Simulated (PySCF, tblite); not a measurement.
# C₁₇H₉N: electronic excitations, NMR shifts

What do calculations give for the electronic excitations, NMR shifts of C₁₇H₉N (`N#CC1=C2C(=Cc3ccccc32)c2ccccc21`)?

Computed with tblite 0.8.0 and PySCF 2.14.0 and routines of our own; the level stands in each step. Atoms count from 0.

### 1 The starting structure

27 atoms, charge 0, multiplicity 1; geometry from: force field, distance geometry or constructed start.

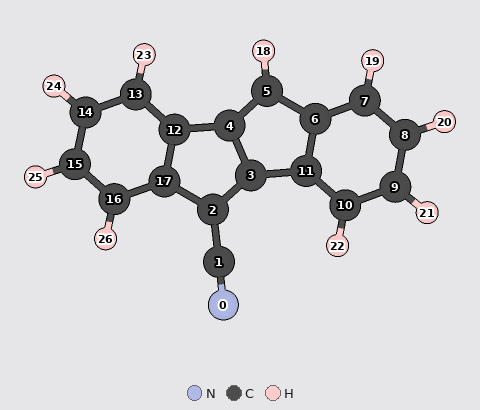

The starting geometry (nitrogen light blue, carbon dark grey, hydrogen pink).

### 2 Geometry optimisation with GFN2-xTB

What the job is given:

```
{"job": {"kind": "relax", "xc": "GFN2-xTB", "basis": "xTB"}, "charge": 0, "multiplicity": 1}
N     -0.117900     3.232600     2.358600
C      0.149800     2.312300     1.708100
C      0.494700     1.184500     0.932600
C     -0.361100     0.408400     0.246300
C      0.369400    -0.650300    -0.427900
C     -0.473200    -1.437600    -1.115700
C     -1.821900    -0.892700    -0.883800
C     -3.031500    -1.347800    -1.362800
C     -4.189900    -0.657900    -0.996600
C     -4.129100     0.473400    -0.156600
C     -2.903700     0.935000     0.329300
C     -1.769500     0.241100    -0.038400
C      1.773400    -0.495700    -0.141500
C      2.900800    -1.204000    -0.530600
C      4.131000    -0.753400    -0.049500
C      4.219100     0.369500     0.795400
C      3.075700     1.079900     1.170100
C      1.846900     0.636900     0.696000
H     -0.242000    -2.296100    -1.714600
H     -3.091100    -2.219100    -2.007400
H     -5.162700    -0.988700    -1.360700
H     -5.044100     0.996000     0.111200
H     -2.851400     1.811500     0.983200
H      2.824400    -2.075600    -1.175500
H      5.041900    -1.286800    -0.327200
H      5.190300     0.692400     1.149500
H      3.159900     1.947900     1.816000
```

Command:

```console
OMP_NUM_THREADS=1 python large_run.py task.json out
```

The driver reads the jobs from task.json and runs them one after another.

The log of the run:

```text
step      E/eV     max force
  0   -1192.89989    1.249
  1   -1192.93920    2.820
  2   -1192.95775    2.009
  3   -1192.99308    0.447
  4   -1193.00220    0.275
  5   -1193.00943    0.339
  6   -1193.01362    0.134
  7   -1193.01617    0.093
  8   -1193.01822    0.108
  9   -1193.01957    0.100
 10   -1193.02060    0.069
 11   -1193.02130    0.065
 12   -1193.02176    0.056
 13   -1193.02212    0.044
 14   -1193.02244    0.042
 15   -1193.02271    0.042
 16   -1193.02298    0.036
 17   -1193.02331    0.045
 18   -1193.02366    0.050
 19   -1193.02396    0.048
 20   -1193.02422    0.055
 21   -1193.02454    0.058
 22   -1193.02494    0.052
 23   -1193.02530    0.036
 24   -1193.02549    0.026
 25   -1193.02557    0.019
```

Run time: 0.33 s. Hardware: 1 thread of Arm Neoverse V2, shared host.

Step by step:

| step | energy from step 0 (eV) | largest force (eV/Å) |
| --- | --- | --- |
| 0 | 0.0000 | 1.2487 |
| 1 | -0.0393 | 2.8200 |
| 2 | -0.0579 | 2.0086 |
| 3 | -0.0932 | 0.4460 |
| 4 | -0.1023 | 0.2752 |
| 5 | -0.1095 | 0.3392 |
| 6 | -0.1137 | 0.1337 |
| 7 | -0.1163 | 0.0936 |
| 8 | -0.1183 | 0.1078 |
| 9 | -0.1197 | 0.0996 |
| 10 | -0.1207 | 0.0690 |
| 11 | -0.1214 | 0.0652 |
| 12 | -0.1219 | 0.0556 |
| 13 | -0.1222 | 0.0446 |
| 15 | -0.1228 | 0.0422 |
| 16 | -0.1231 | 0.0353 |
| 17 | -0.1234 | 0.0450 |
| 18 | -0.1238 | 0.0501 |
| 19 | -0.1241 | 0.0478 |
| 21 | -0.1246 | 0.0587 |
| 22 | -0.1251 | 0.0525 |
| 23 | -0.1254 | 0.0358 |
| 24 | -0.1256 | 0.0260 |
| 25 | -0.1257 | 0.0189 |

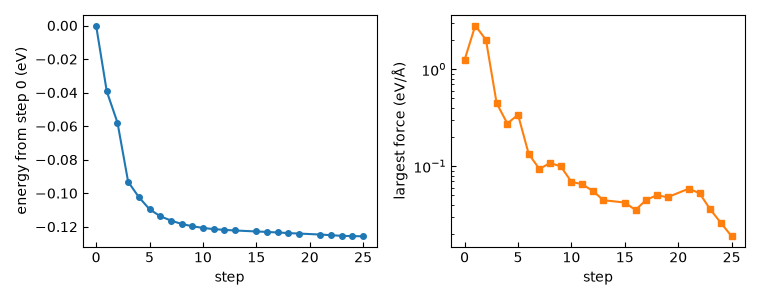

Energy and largest force along the relaxation.

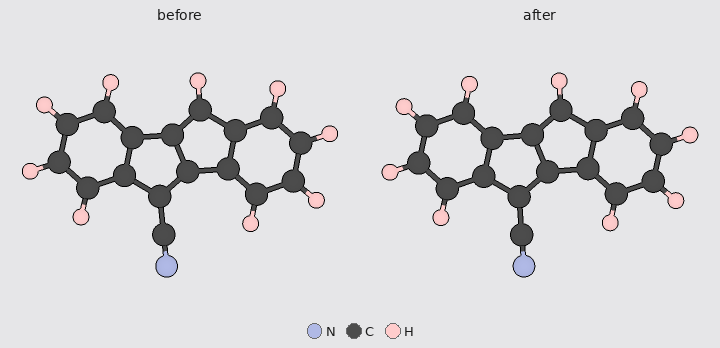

Before and after, at one scale.

Distances of close pairs at the start and the end, largest changes first:

| bond | before (Å) | after (Å) | change (Å) |
| --- | --- | --- | --- |
| C8–C9 | 1.410 | 1.382 | -0.028 |
| C14–C15 | 1.408 | 1.383 | -0.025 |
| C2–C3 | 1.344 | 1.363 | +0.020 |
| C10–H22 | 1.095 | 1.080 | -0.015 |
| C1–C2 | 1.411 | 1.398 | -0.013 |
| C14–H24 | 1.091 | 1.080 | -0.012 |
| C16–C17 | 1.390 | 1.378 | -0.011 |
| C5–C6 | 1.473 | 1.462 | -0.011 |

The final coordinates are the input of the step that follows.

### 3 Vibrational analysis with GFN2-xTB

What the job is given:

```
{"job": {"kind": "ir", "xc": "GFN2-xTB", "basis": "xTB"}, "charge": 0, "multiplicity": 1}
N     -0.028503     3.220655     2.358201
C      0.217216     2.301005     1.714891
C      0.510379     1.181697     0.929855
C     -0.364875     0.393111     0.243779
C      0.366290    -0.668849    -0.446889
C     -0.504994    -1.449173    -1.126321
C     -1.849919    -0.921887    -0.903373
C     -3.074000    -1.350597    -1.369038
C     -4.216572    -0.644160    -0.990135
C     -4.132580     0.462821    -0.167118
C     -2.900076     0.909649     0.311867
C     -1.768790     0.217740    -0.056934
C      1.771880    -0.487635    -0.141221
C      2.910060    -1.174318    -0.504981
C      4.138843    -0.726508    -0.024259
C      4.224114     0.381570     0.799286
C      3.082278     1.085198     1.174905
C      1.863160     0.647858     0.703726
H     -0.287315    -2.310469    -1.732475
H     -3.154650    -2.213714    -2.013881
H     -5.181831    -0.970538    -1.348772
H     -5.032313     0.991869     0.110835
H     -2.837494     1.775702     0.954220
H      2.854977    -2.040350    -1.147739
H      5.040123    -1.254030    -0.299491
H      5.188045     0.710360     1.158597
H      3.154610     1.948846     1.819762
```

The log of the run:

```text
mode    cm-1     km/mol
  1      62.7      0.84
  2      74.1      0.70
  3      91.4      4.56
  4     107.7      1.42
  5     158.5      0.37
  6     174.4      0.25
  7     234.9      0.43
  8     299.8      0.54
  9     308.3      8.92
 10     323.5      0.15
 11     380.6      0.07
 12     391.6      0.44
 13     443.3      9.21
 14     447.0      2.57
 15     473.4      0.85
 16     496.0      0.04
 17     520.2      0.09
 18     538.2      0.22
 19     573.7      0.02
 20     592.7      0.53
 21     622.8      0.59
 22     647.2      0.13
 23     663.2      0.26
 24     684.8      0.71
 25     691.5      0.10
 26     717.7      0.01
 27     773.3     38.79
 28     779.3      5.91
 29     829.8     10.41
 30     832.7      0.26
 31     852.7      0.86
 32     873.7      3.25
 33     877.8      0.05
 34     879.3      0.27
 35     909.2      0.23
 36     909.6      1.05
 37     924.4      0.22
 38     925.2      0.06
 39    1030.0      2.62
 40    1057.8      0.25
 41    1069.1      3.94
 42    1070.7      0.08
 43    1106.0      0.47
 44    1133.5      2.47
 45    1164.0      1.83
 46    1173.4      0.20
 47    1186.8      0.13
 48    1194.5      1.00
 49    1214.8      0.63
 50    1236.3      0.75
 51    1259.0      0.21
 52    1268.6      1.55
 53    1293.7      0.91
 54    1361.3     17.03
 55    1376.0     10.55
 56    1407.9     27.94
 57    1424.7      2.22
 58    1445.3      0.66
 59    1451.5      0.12
 60    1568.6      3.84
 61    1577.2     12.15
 62    1589.2      0.61
 63    1592.8      0.18
 64    1625.0      6.05
 65    1635.2      9.54
 66    2347.3    199.54
 67    3075.5      3.32
 68    3078.5      0.10
 69    3080.8     13.47
 70    3082.6      7.47
 71    3087.6     53.34
 72    3088.9     55.43
 73    3094.8     69.85
 74    3096.4     60.34
 75    3130.3     22.53
```

Wall time 1.9 s (1 thread of Arm Neoverse V2, shared host).

The strongest bands and the atoms that carry them (share of the mass-weighted mode):

| cm⁻¹ | km/mol | atoms |
| --- | --- | --- |
| 773 | 38.8 | H20 20 %, H21 19 %, H19 12 % |
| 1408 | 27.9 |  |
| 2347 | 199.5 | C1 60 %, N0 39 % |
| 3088 | 53.3 | H22 47 %, H20 30 %, H19 15 % |
| 3089 | 55.4 | H23 34 %, H26 31 %, H25 14 %, H24 12 % |
| 3095 | 69.8 | H21 38 %, H22 25 %, H20 24 % |
| 3096 | 60.3 | H25 36 %, H24 33 %, H23 12 %, H26 11 % |
| 3130 | 22.5 | H18 92 % |

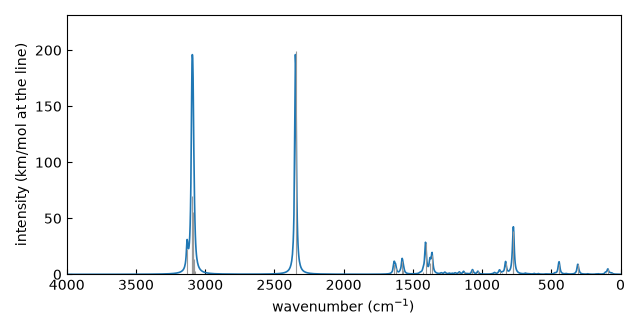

The infrared spectrum from these modes, unscaled. Lines are broadened to a width of 14 cm⁻¹ (Lorentzian).

### 4 Electronic excitations: TDA CAM-B3LYP/def2-SVP

The job, as its differences from that of step 3:

```diff
@@ -1,2 +1,2 @@
-{"job": {"kind": "ir", "xc": "GFN2-xTB", "basis": "xTB"}, "charge": 0, "multiplicity": 1}
+{"job": {"kind": "uv", "basis": "def2-SVP", "grid": 1, "kgrid": 0, "vcut": 1.5, "nstates": 6, "ntriplets": 2, "tda": true, "delta": ["ip_vertical"], "pop": true, "xc": "CAM-B3LYP"}, "charge": 0, "multiplicity": 1}
 N     -0.028503     3.220655     2.358201
```

With the program's defaults for keys left out, this is: TDA CAM-B3LYP/def2-SVP, vertical, gas phase, core orbitals frozen in the response, virtual orbitals cut by energy.

The log of the run:

```text
start: PBE on a coarse grid of 23822 points
cycle   1  E = -706.2845067418  dE =  3.018e+00  |g| = 6.789e-01  |ddm| = 8.225e+00
cycle   2  E = -705.9788790244  dE =  3.056e-01  |g| = 1.320e+00  |ddm| = 2.599e+00
cycle   3  E = -706.3381159553  dE = -3.592e-01  |g| = 5.546e-01  |ddm| = 1.813e+00
cycle   4  E = -706.4143574014  dE = -7.624e-02  |g| = 1.132e-01  |ddm| = 6.699e-01
cycle   5  E = -706.4168197534  dE = -2.462e-03  |g| = 6.338e-02  |ddm| = 2.464e-01
cycle   6  E = -706.4177810338  dE = -9.613e-04  |g| = 2.154e-02  |ddm| = 9.658e-02
cycle   7  E = -706.4178905031  dE = -1.095e-04  |g| = 8.221e-03  |ddm| = 4.053e-02
final grid: 106326 points
cycle   8  E = -707.0325786680  dE = -1.290e-02  |g| = 4.238e-02  |ddm| = 8.170e-01
cycle   9  E = -707.0329237928  dE = -3.451e-04  |g| = 5.062e-02  |ddm| = 1.471e-01
cycle  10  E = -707.0334772292  dE = -5.534e-04  |g| = 1.401e-02  |ddm| = 5.138e-02
cycle  11  E = -707.0335363609  dE = -5.913e-05  |g| = 6.460e-03  |ddm| = 2.793e-02
cycle  12  E = -707.0335521696  dE = -1.581e-05  |g| = 2.602e-03  |ddm| = 1.142e-02
cycle  13  E = -707.0335544637  dE = -2.294e-06  |g| = 7.219e-04  |ddm| = 5.376e-03
cycle  14  E = -707.0335571285  dE = -2.665e-06  |g| = 4.690e-04  |ddm| = 3.361e-03
cycle  15  E = -707.0335551138  dE =  2.015e-06  |g| = 1.425e-04  |ddm| = 1.595e-03
cycle  16  E = -707.0335572671  dE = -2.153e-06  |g| = 7.408e-05  |ddm| = 7.356e-04
converged SCF energy = -707.0335572671
Vertical ionisation energy (delta-SCF) = 7.8077 eV   <S^2> = 0.772

Static polarisability (au): isotropic 199.491, principal 70.999 200.342 327.133

Singlet excitations
state   eV       nm        f      main configurations
  1   2.3891    519.0   0.00056   H->L 0.98
  2   3.4295    361.5   0.32561   H-1->L 0.85, H->L+1 0.09
  3   4.4832    276.6   0.00291   H-2->L 0.75, H->L+2 0.10
  4   4.5592    271.9   0.01142   H-3->L 0.76
  5   5.2800    234.8   1.64160   H->L+1 0.60, H-1->L 0.10, H-3->L 0.09
  6   5.3950    229.8   0.17074   H-4->L 0.69, H->L+3 0.09

Triplet excitations (Tamm-Dancoff, eV): 1.6895 1.9509
```

Run time: 87 s. Hardware: 1 thread of Arm Neoverse V2, shared host; peak memory 0.63 GiB.

The orbitals next to the gap, with their largest atomic shares:

| orbital | eV | atoms |
| --- | --- | --- |
| HOMO−4 | -9.89 | N0 13 %, C5 12 %, C2 9 % |
| HOMO−3 | -9.23 | C8 17 %, C11 16 %, C15 15 % |
| HOMO−2 | -9.15 | C16 17 %, C13 17 %, C10 12 % |
| HOMO−1 | -7.73 | C2 12 %, C5 11 %, C16 10 % |
| HOMO | -7.34 | C11 10 %, C15 10 %, C12 9 % |
| LUMO | -2.16 | C5 18 %, C2 15 %, C3 12 % |
| LUMO+1 | 0.06 | C10 15 %, C7 13 %, C13 12 % |
| LUMO+2 | 1.00 | C17 17 %, C13 17 %, C16 16 % |
| LUMO+3 | 1.35 | C6 14 %, C15 13 %, C9 13 % |

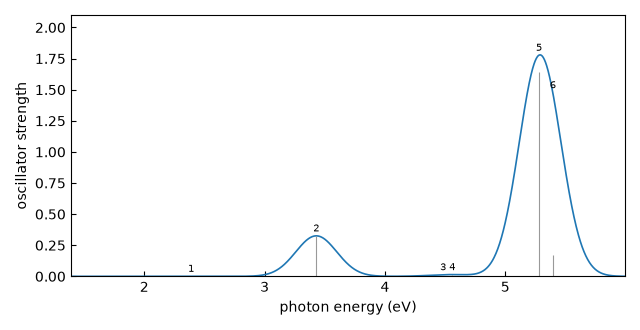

Absorption spectrum from the 6 singlet states computed; above the last one it falls off for lack of states. Lines are broadened to a width of 0.40 eV (Gaussian).

Ground-state properties from the same run:

| property | computed |
| --- | --- |
| dipole moment (D) | 4.22 |
| polarisability (Å³) | 29.56 |
| HOMO–LUMO gap (eV) | 5.18 |
| −ε(HOMO) (eV) | 7.34 |

### 5 NMR shifts: GIAO PBE0/pcSseg-1

The job, as its differences from that of step 4:

```diff
@@ -1,2 +1,2 @@
-{"job": {"kind": "uv", "basis": "def2-SVP", "grid": 1, "kgrid": 0, "vcut": 1.5, "nstates": 6, "ntriplets": 2, "tda": true, "delta": ["ip_vertical"], "pop": true, "xc": "CAM-B3LYP"}, "charge": 0, "multiplicity": 1}
+{"job": {"kind": "nmr", "xc": "PBE0", "basis": "pcSseg-1", "pop": false}, "charge": 0, "multiplicity": 1}
 N     -0.028503     3.220655     2.358201
```

Level: GIAO PBE0/pcSseg-1 NMR shielding, non-relativistic, gas phase.

The log of the run:

```text
start: PBE on a coarse grid of 23822 points
cycle   1  E = -706.7020484152  dE =  3.169e+00  |g| = 7.186e-01  |ddm| = 6.470e+00
cycle   2  E = -706.3923164374  dE =  3.097e-01  |g| = 1.355e+00  |ddm| = 2.805e+00
cycle   3  E = -706.7562893965  dE = -3.640e-01  |g| = 5.922e-01  |ddm| = 2.031e+00
cycle   4  E = -706.8406756588  dE = -8.439e-02  |g| = 1.191e-01  |ddm| = 6.991e-01
cycle   5  E = -706.8435267984  dE = -2.851e-03  |g| = 5.991e-02  |ddm| = 2.159e-01
cycle   6  E = -706.8443574947  dE = -8.307e-04  |g| = 2.132e-02  |ddm| = 7.701e-02
cycle   7  E = -706.8444554731  dE = -9.798e-05  |g| = 8.925e-03  |ddm| = 3.388e-02
final grid: 226137 points
cycle   8  E = -707.0245442525  dE = -1.034e-02  |g| = 4.775e-02  |ddm| = 7.053e-01
cycle   9  E = -707.0242371152  dE =  3.071e-04  |g| = 5.973e-02  |ddm| = 1.049e-01
cycle  10  E = -707.0250411000  dE = -8.040e-04  |g| = 2.272e-02  |ddm| = 8.074e-02
cycle  11  E = -707.0251573562  dE = -1.163e-04  |g| = 4.460e-03  |ddm| = 2.625e-02
cycle  12  E = -707.0251616459  dE = -4.290e-06  |g| = 2.572e-03  |ddm| = 6.705e-03
cycle  13  E = -707.0251617591  dE = -1.132e-07  |g| = 7.522e-04  |ddm| = 3.883e-03
cycle  14  E = -707.0251599463  dE =  1.813e-06  |g| = 3.319e-04  |ddm| = 1.351e-03
cycle  15  E = -707.0251617594  dE = -1.813e-06  |g| = 1.243e-04  |ddm| = 4.758e-04
cycle  16  E = -707.0251612581  dE =  5.012e-07  |g| = 5.737e-05  |ddm| = 2.747e-04
converged SCF energy = -707.0251612581

GIAO shielding tensors (ppm)
atom      isotropic    diamagn.    paramagn.     s11        s22        s33       span
  0 N      -73.149     344.227    -417.377   -221.211   -199.415    201.178    422.389
  1 C       67.057     262.958    -195.901    -48.597    -43.319    293.088    341.685
  2 C       72.392     251.813    -179.421      1.657     78.353    137.166    135.509
  3 C       19.768     246.018    -226.251    -59.875     20.508     98.670    158.544
  4 C       31.542     251.629    -220.088    -41.649     37.592     98.682    140.330
  5 C       46.829     250.192    -203.364    -34.683     37.060    138.110    172.793
  6 C       30.697     260.667    -229.970    -47.443     17.682    121.851    169.294
  7 C       56.704     244.860    -188.156    -36.956     37.585    169.485    206.441
  8 C       50.330     253.950    -203.620    -56.448     35.291    172.148    228.596
  9 C       51.592     254.730    -203.138    -55.074     37.314    172.535    227.609
 10 C       55.033     245.696    -190.663    -41.283     29.962    176.421    217.704
 11 C       47.060     253.467    -206.407    -42.788     32.838    151.131    193.919
 12 C       47.873     252.143    -204.270    -43.435     30.777    156.279    199.714
 13 C       58.423     244.045    -185.622    -37.923     37.894    175.298    213.221
 14 C       52.545     253.858    -201.313    -54.623     38.573    173.685    228.307
 15 C       52.030     253.400    -201.370    -54.986     36.980    174.095    229.082
 16 C       58.109     241.801    -183.692    -37.756     36.828    175.255    213.011
 17 C       33.226     253.669    -220.444    -44.896     23.495    121.078    165.974
 18 H       25.379      35.102      -9.723     24.052     24.548     27.536      3.483
 19 H       24.883      31.013      -6.130     22.648     24.470     27.531      4.883
 20 H       24.750      26.824      -2.074     22.712     24.830     26.708      3.996
 21 H       24.749      27.933      -3.185     22.670     24.645     26.931      4.260
 22 H       24.269      33.541      -9.272     21.289     23.307     28.210      6.922
 23 H       24.562      32.610      -8.048     21.612     24.120     27.954      6.342
 24 H       24.674      27.167      -2.493     22.226     24.981     26.814      4.588
 25 H       24.598      26.451      -1.853     22.126     24.826     26.843      4.716
 26 H       24.484      30.641      -6.157     21.595     23.717     28.140      6.546
```

Wall time 53 s (1 thread of Arm Neoverse V2, shared host); peak memory 0.77 GiB.

The references, computed at this level on geometries of the same kind, shield at (ppm): ¹H TMS 31.72, ¹³C TMS 186.9, ¹⁵N NH3 267.7. Their shielding less the atom's gives the shift. The references are single molecules in the gas phase, so shifts against H2O, NH3, PH3, H3PO4 or CFCl3 are not on the usual liquid scales and can be off by tens of ppm.

| atoms | environment | σ (ppm) | δ (ppm) | δ scaled to CDCl3 |
| --- | --- | --- | --- | --- |
| C3 | fully substituted alkene carbon | 19.8 | 167.2 | 161.2 |
| C6 | substituted aromatic carbon | 30.7 | 156.2 | 150.6 |
| C4 | fully substituted alkene carbon | 31.5 | 155.4 | 149.7 |
| C17 | substituted aromatic carbon | 33.2 | 153.7 | 148.1 |
| C5 | alkene CH | 46.8 | 140.1 | 134.8 |
| C11 | substituted aromatic carbon | 47.1 | 139.9 | 134.6 |
| C12 | substituted aromatic carbon | 47.9 | 139.1 | 133.8 |
| C8 | aromatic CH | 50.3 | 136.6 | 131.4 |
| C9 | aromatic CH | 51.6 | 135.3 | 130.2 |
| C15 | aromatic CH | 52.0 | 134.9 | 129.7 |
| C14 | aromatic CH | 52.5 | 134.4 | 129.2 |
| C10 | aromatic CH | 55.0 | 131.9 | 126.8 |
| C7 | aromatic CH | 56.7 | 130.2 | 125.2 |
| C16 | aromatic CH | 58.1 | 128.8 | 123.8 |
| C13 | aromatic CH | 58.4 | 128.5 | 123.5 |
| C1 | nitrile carbon | 67.1 | 119.9 | 115.1 |
| C2 | fully substituted alkene carbon | 72.4 | 114.5 | 109.9 |
| H22 | hydrogen on an aromatic CH | 24.27 | 7.45 | 7.13 |
| H26 | hydrogen on an aromatic CH | 24.48 | 7.23 | 6.92 |
| H23 | hydrogen on an aromatic CH | 24.56 | 7.16 | 6.85 |
| H25 | hydrogen on an aromatic CH | 24.60 | 7.12 | 6.82 |
| H24 | hydrogen on an aromatic CH | 24.67 | 7.04 | 6.75 |
| H21 | hydrogen on an aromatic CH | 24.75 | 6.97 | 6.68 |
| H20 | hydrogen on an aromatic CH | 24.75 | 6.97 | 6.67 |
| H19 | hydrogen on an aromatic CH | 24.88 | 6.83 | 6.55 |
| H18 | hydrogen on an alkene CH | 25.38 | 6.34 | 6.08 |
| N0 | nitrile nitrogen | -73.1 | 340.9 | – |

The scaled column applies a straight-line fit of computed shieldings to shifts measured in CDCl3 (root-mean-square error 0.16 ppm for H, 1.9 ppm for C).

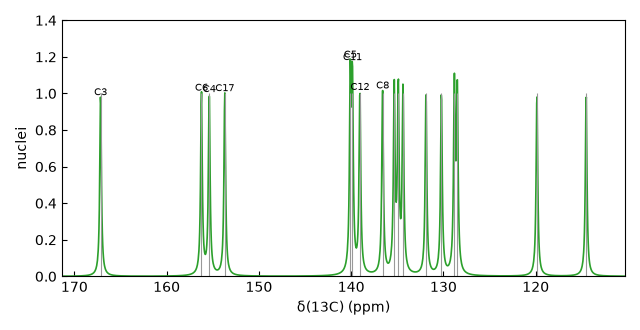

¹³C lines at the computed shifts, without couplings. Lines are broadened to a width of 0.21 ppm (Lorentzian).

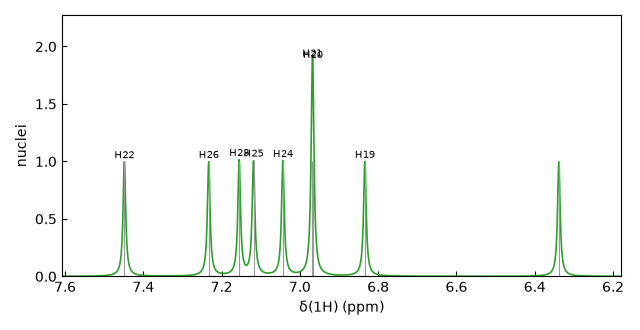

¹H lines at the computed shifts, without couplings. Lines are broadened to a width of 0.01 ppm (Lorentzian).

Ring of atoms C2, C3, C4, C12, C17: NICS(0) 10.5, NICS(1) 5.1, NICS(1)zz 25.2 ppm (means of both faces).

Ring of atoms C3, C4, C5, C6, C11: NICS(0) 15.3, NICS(1) 8.3, NICS(1)zz 34.4 ppm (means of both faces).

Ring of atoms C6, C7, C8, C9, C10, C11: NICS(0) -1.3, NICS(1) -5.1, NICS(1)zz -9.3 ppm (means of both faces).

### 6 What came out

| quantity | value |
| --- | --- |
| strongest single infrared mode (GFN2-xTB) | 2347 cm⁻¹, 200 km/mol |
| zero-point energy (GFN2-xTB) | 124.0 kcal/mol |
| lowest singlet (CAM-B3LYP/def2-SVP) | 2.39 eV (519 nm), f = 0.001 |
| brightest single state of those computed | state 5, 5.28 eV, f = 1.642 |
| lowest triplet | 1.69 eV |
| ¹³C shifts against TMS (PBE0/pcSseg-1) | 167.2, 156.2, 155.4, 153.7, 140.1, 139.9, 139.1, 136.6, 135.3, 134.9, 134.4, 131.9, 130.2, 128.8 ppm and more |
| ¹H shifts against TMS (PBE0/pcSseg-1) | 7.45, 7.23, 7.16, 7.12, 7.04, 6.97, 6.97, 6.83, 6.34 ppm |
| ¹⁵N shifts against NH3 (PBE0/pcSseg-1) | 340.9 ppm |

**Reading.** All 75 modes are real, so the xTB geometry is a minimum. The strongest single mode, at 2347 cm⁻¹, moves mainly C1 and N0. GFN2-xTB is a fitted tight-binding method: band positions and strengths are rough. Its intensities can rank the bands wrongly. The lowest singlet, at 2.39 eV, is HOMO→LUMO 0.98 and is dark; of the 6 states computed, the strongest absorption comes from state 5 at 5.28 eV. The lowest triplet lies 0.70 eV below the lowest singlet. At PBE0/pcSseg-1: The largest span, 422 ppm, is at N0, where the paramagnetic term is -417 ppm. NICS(1)zz of 25 ppm above the planar ring from C2 marks a paratropic (antiaromatic) ring current. NICS(1)zz of 34 ppm above the planar ring from C3 marks a paratropic (antiaromatic) ring current.
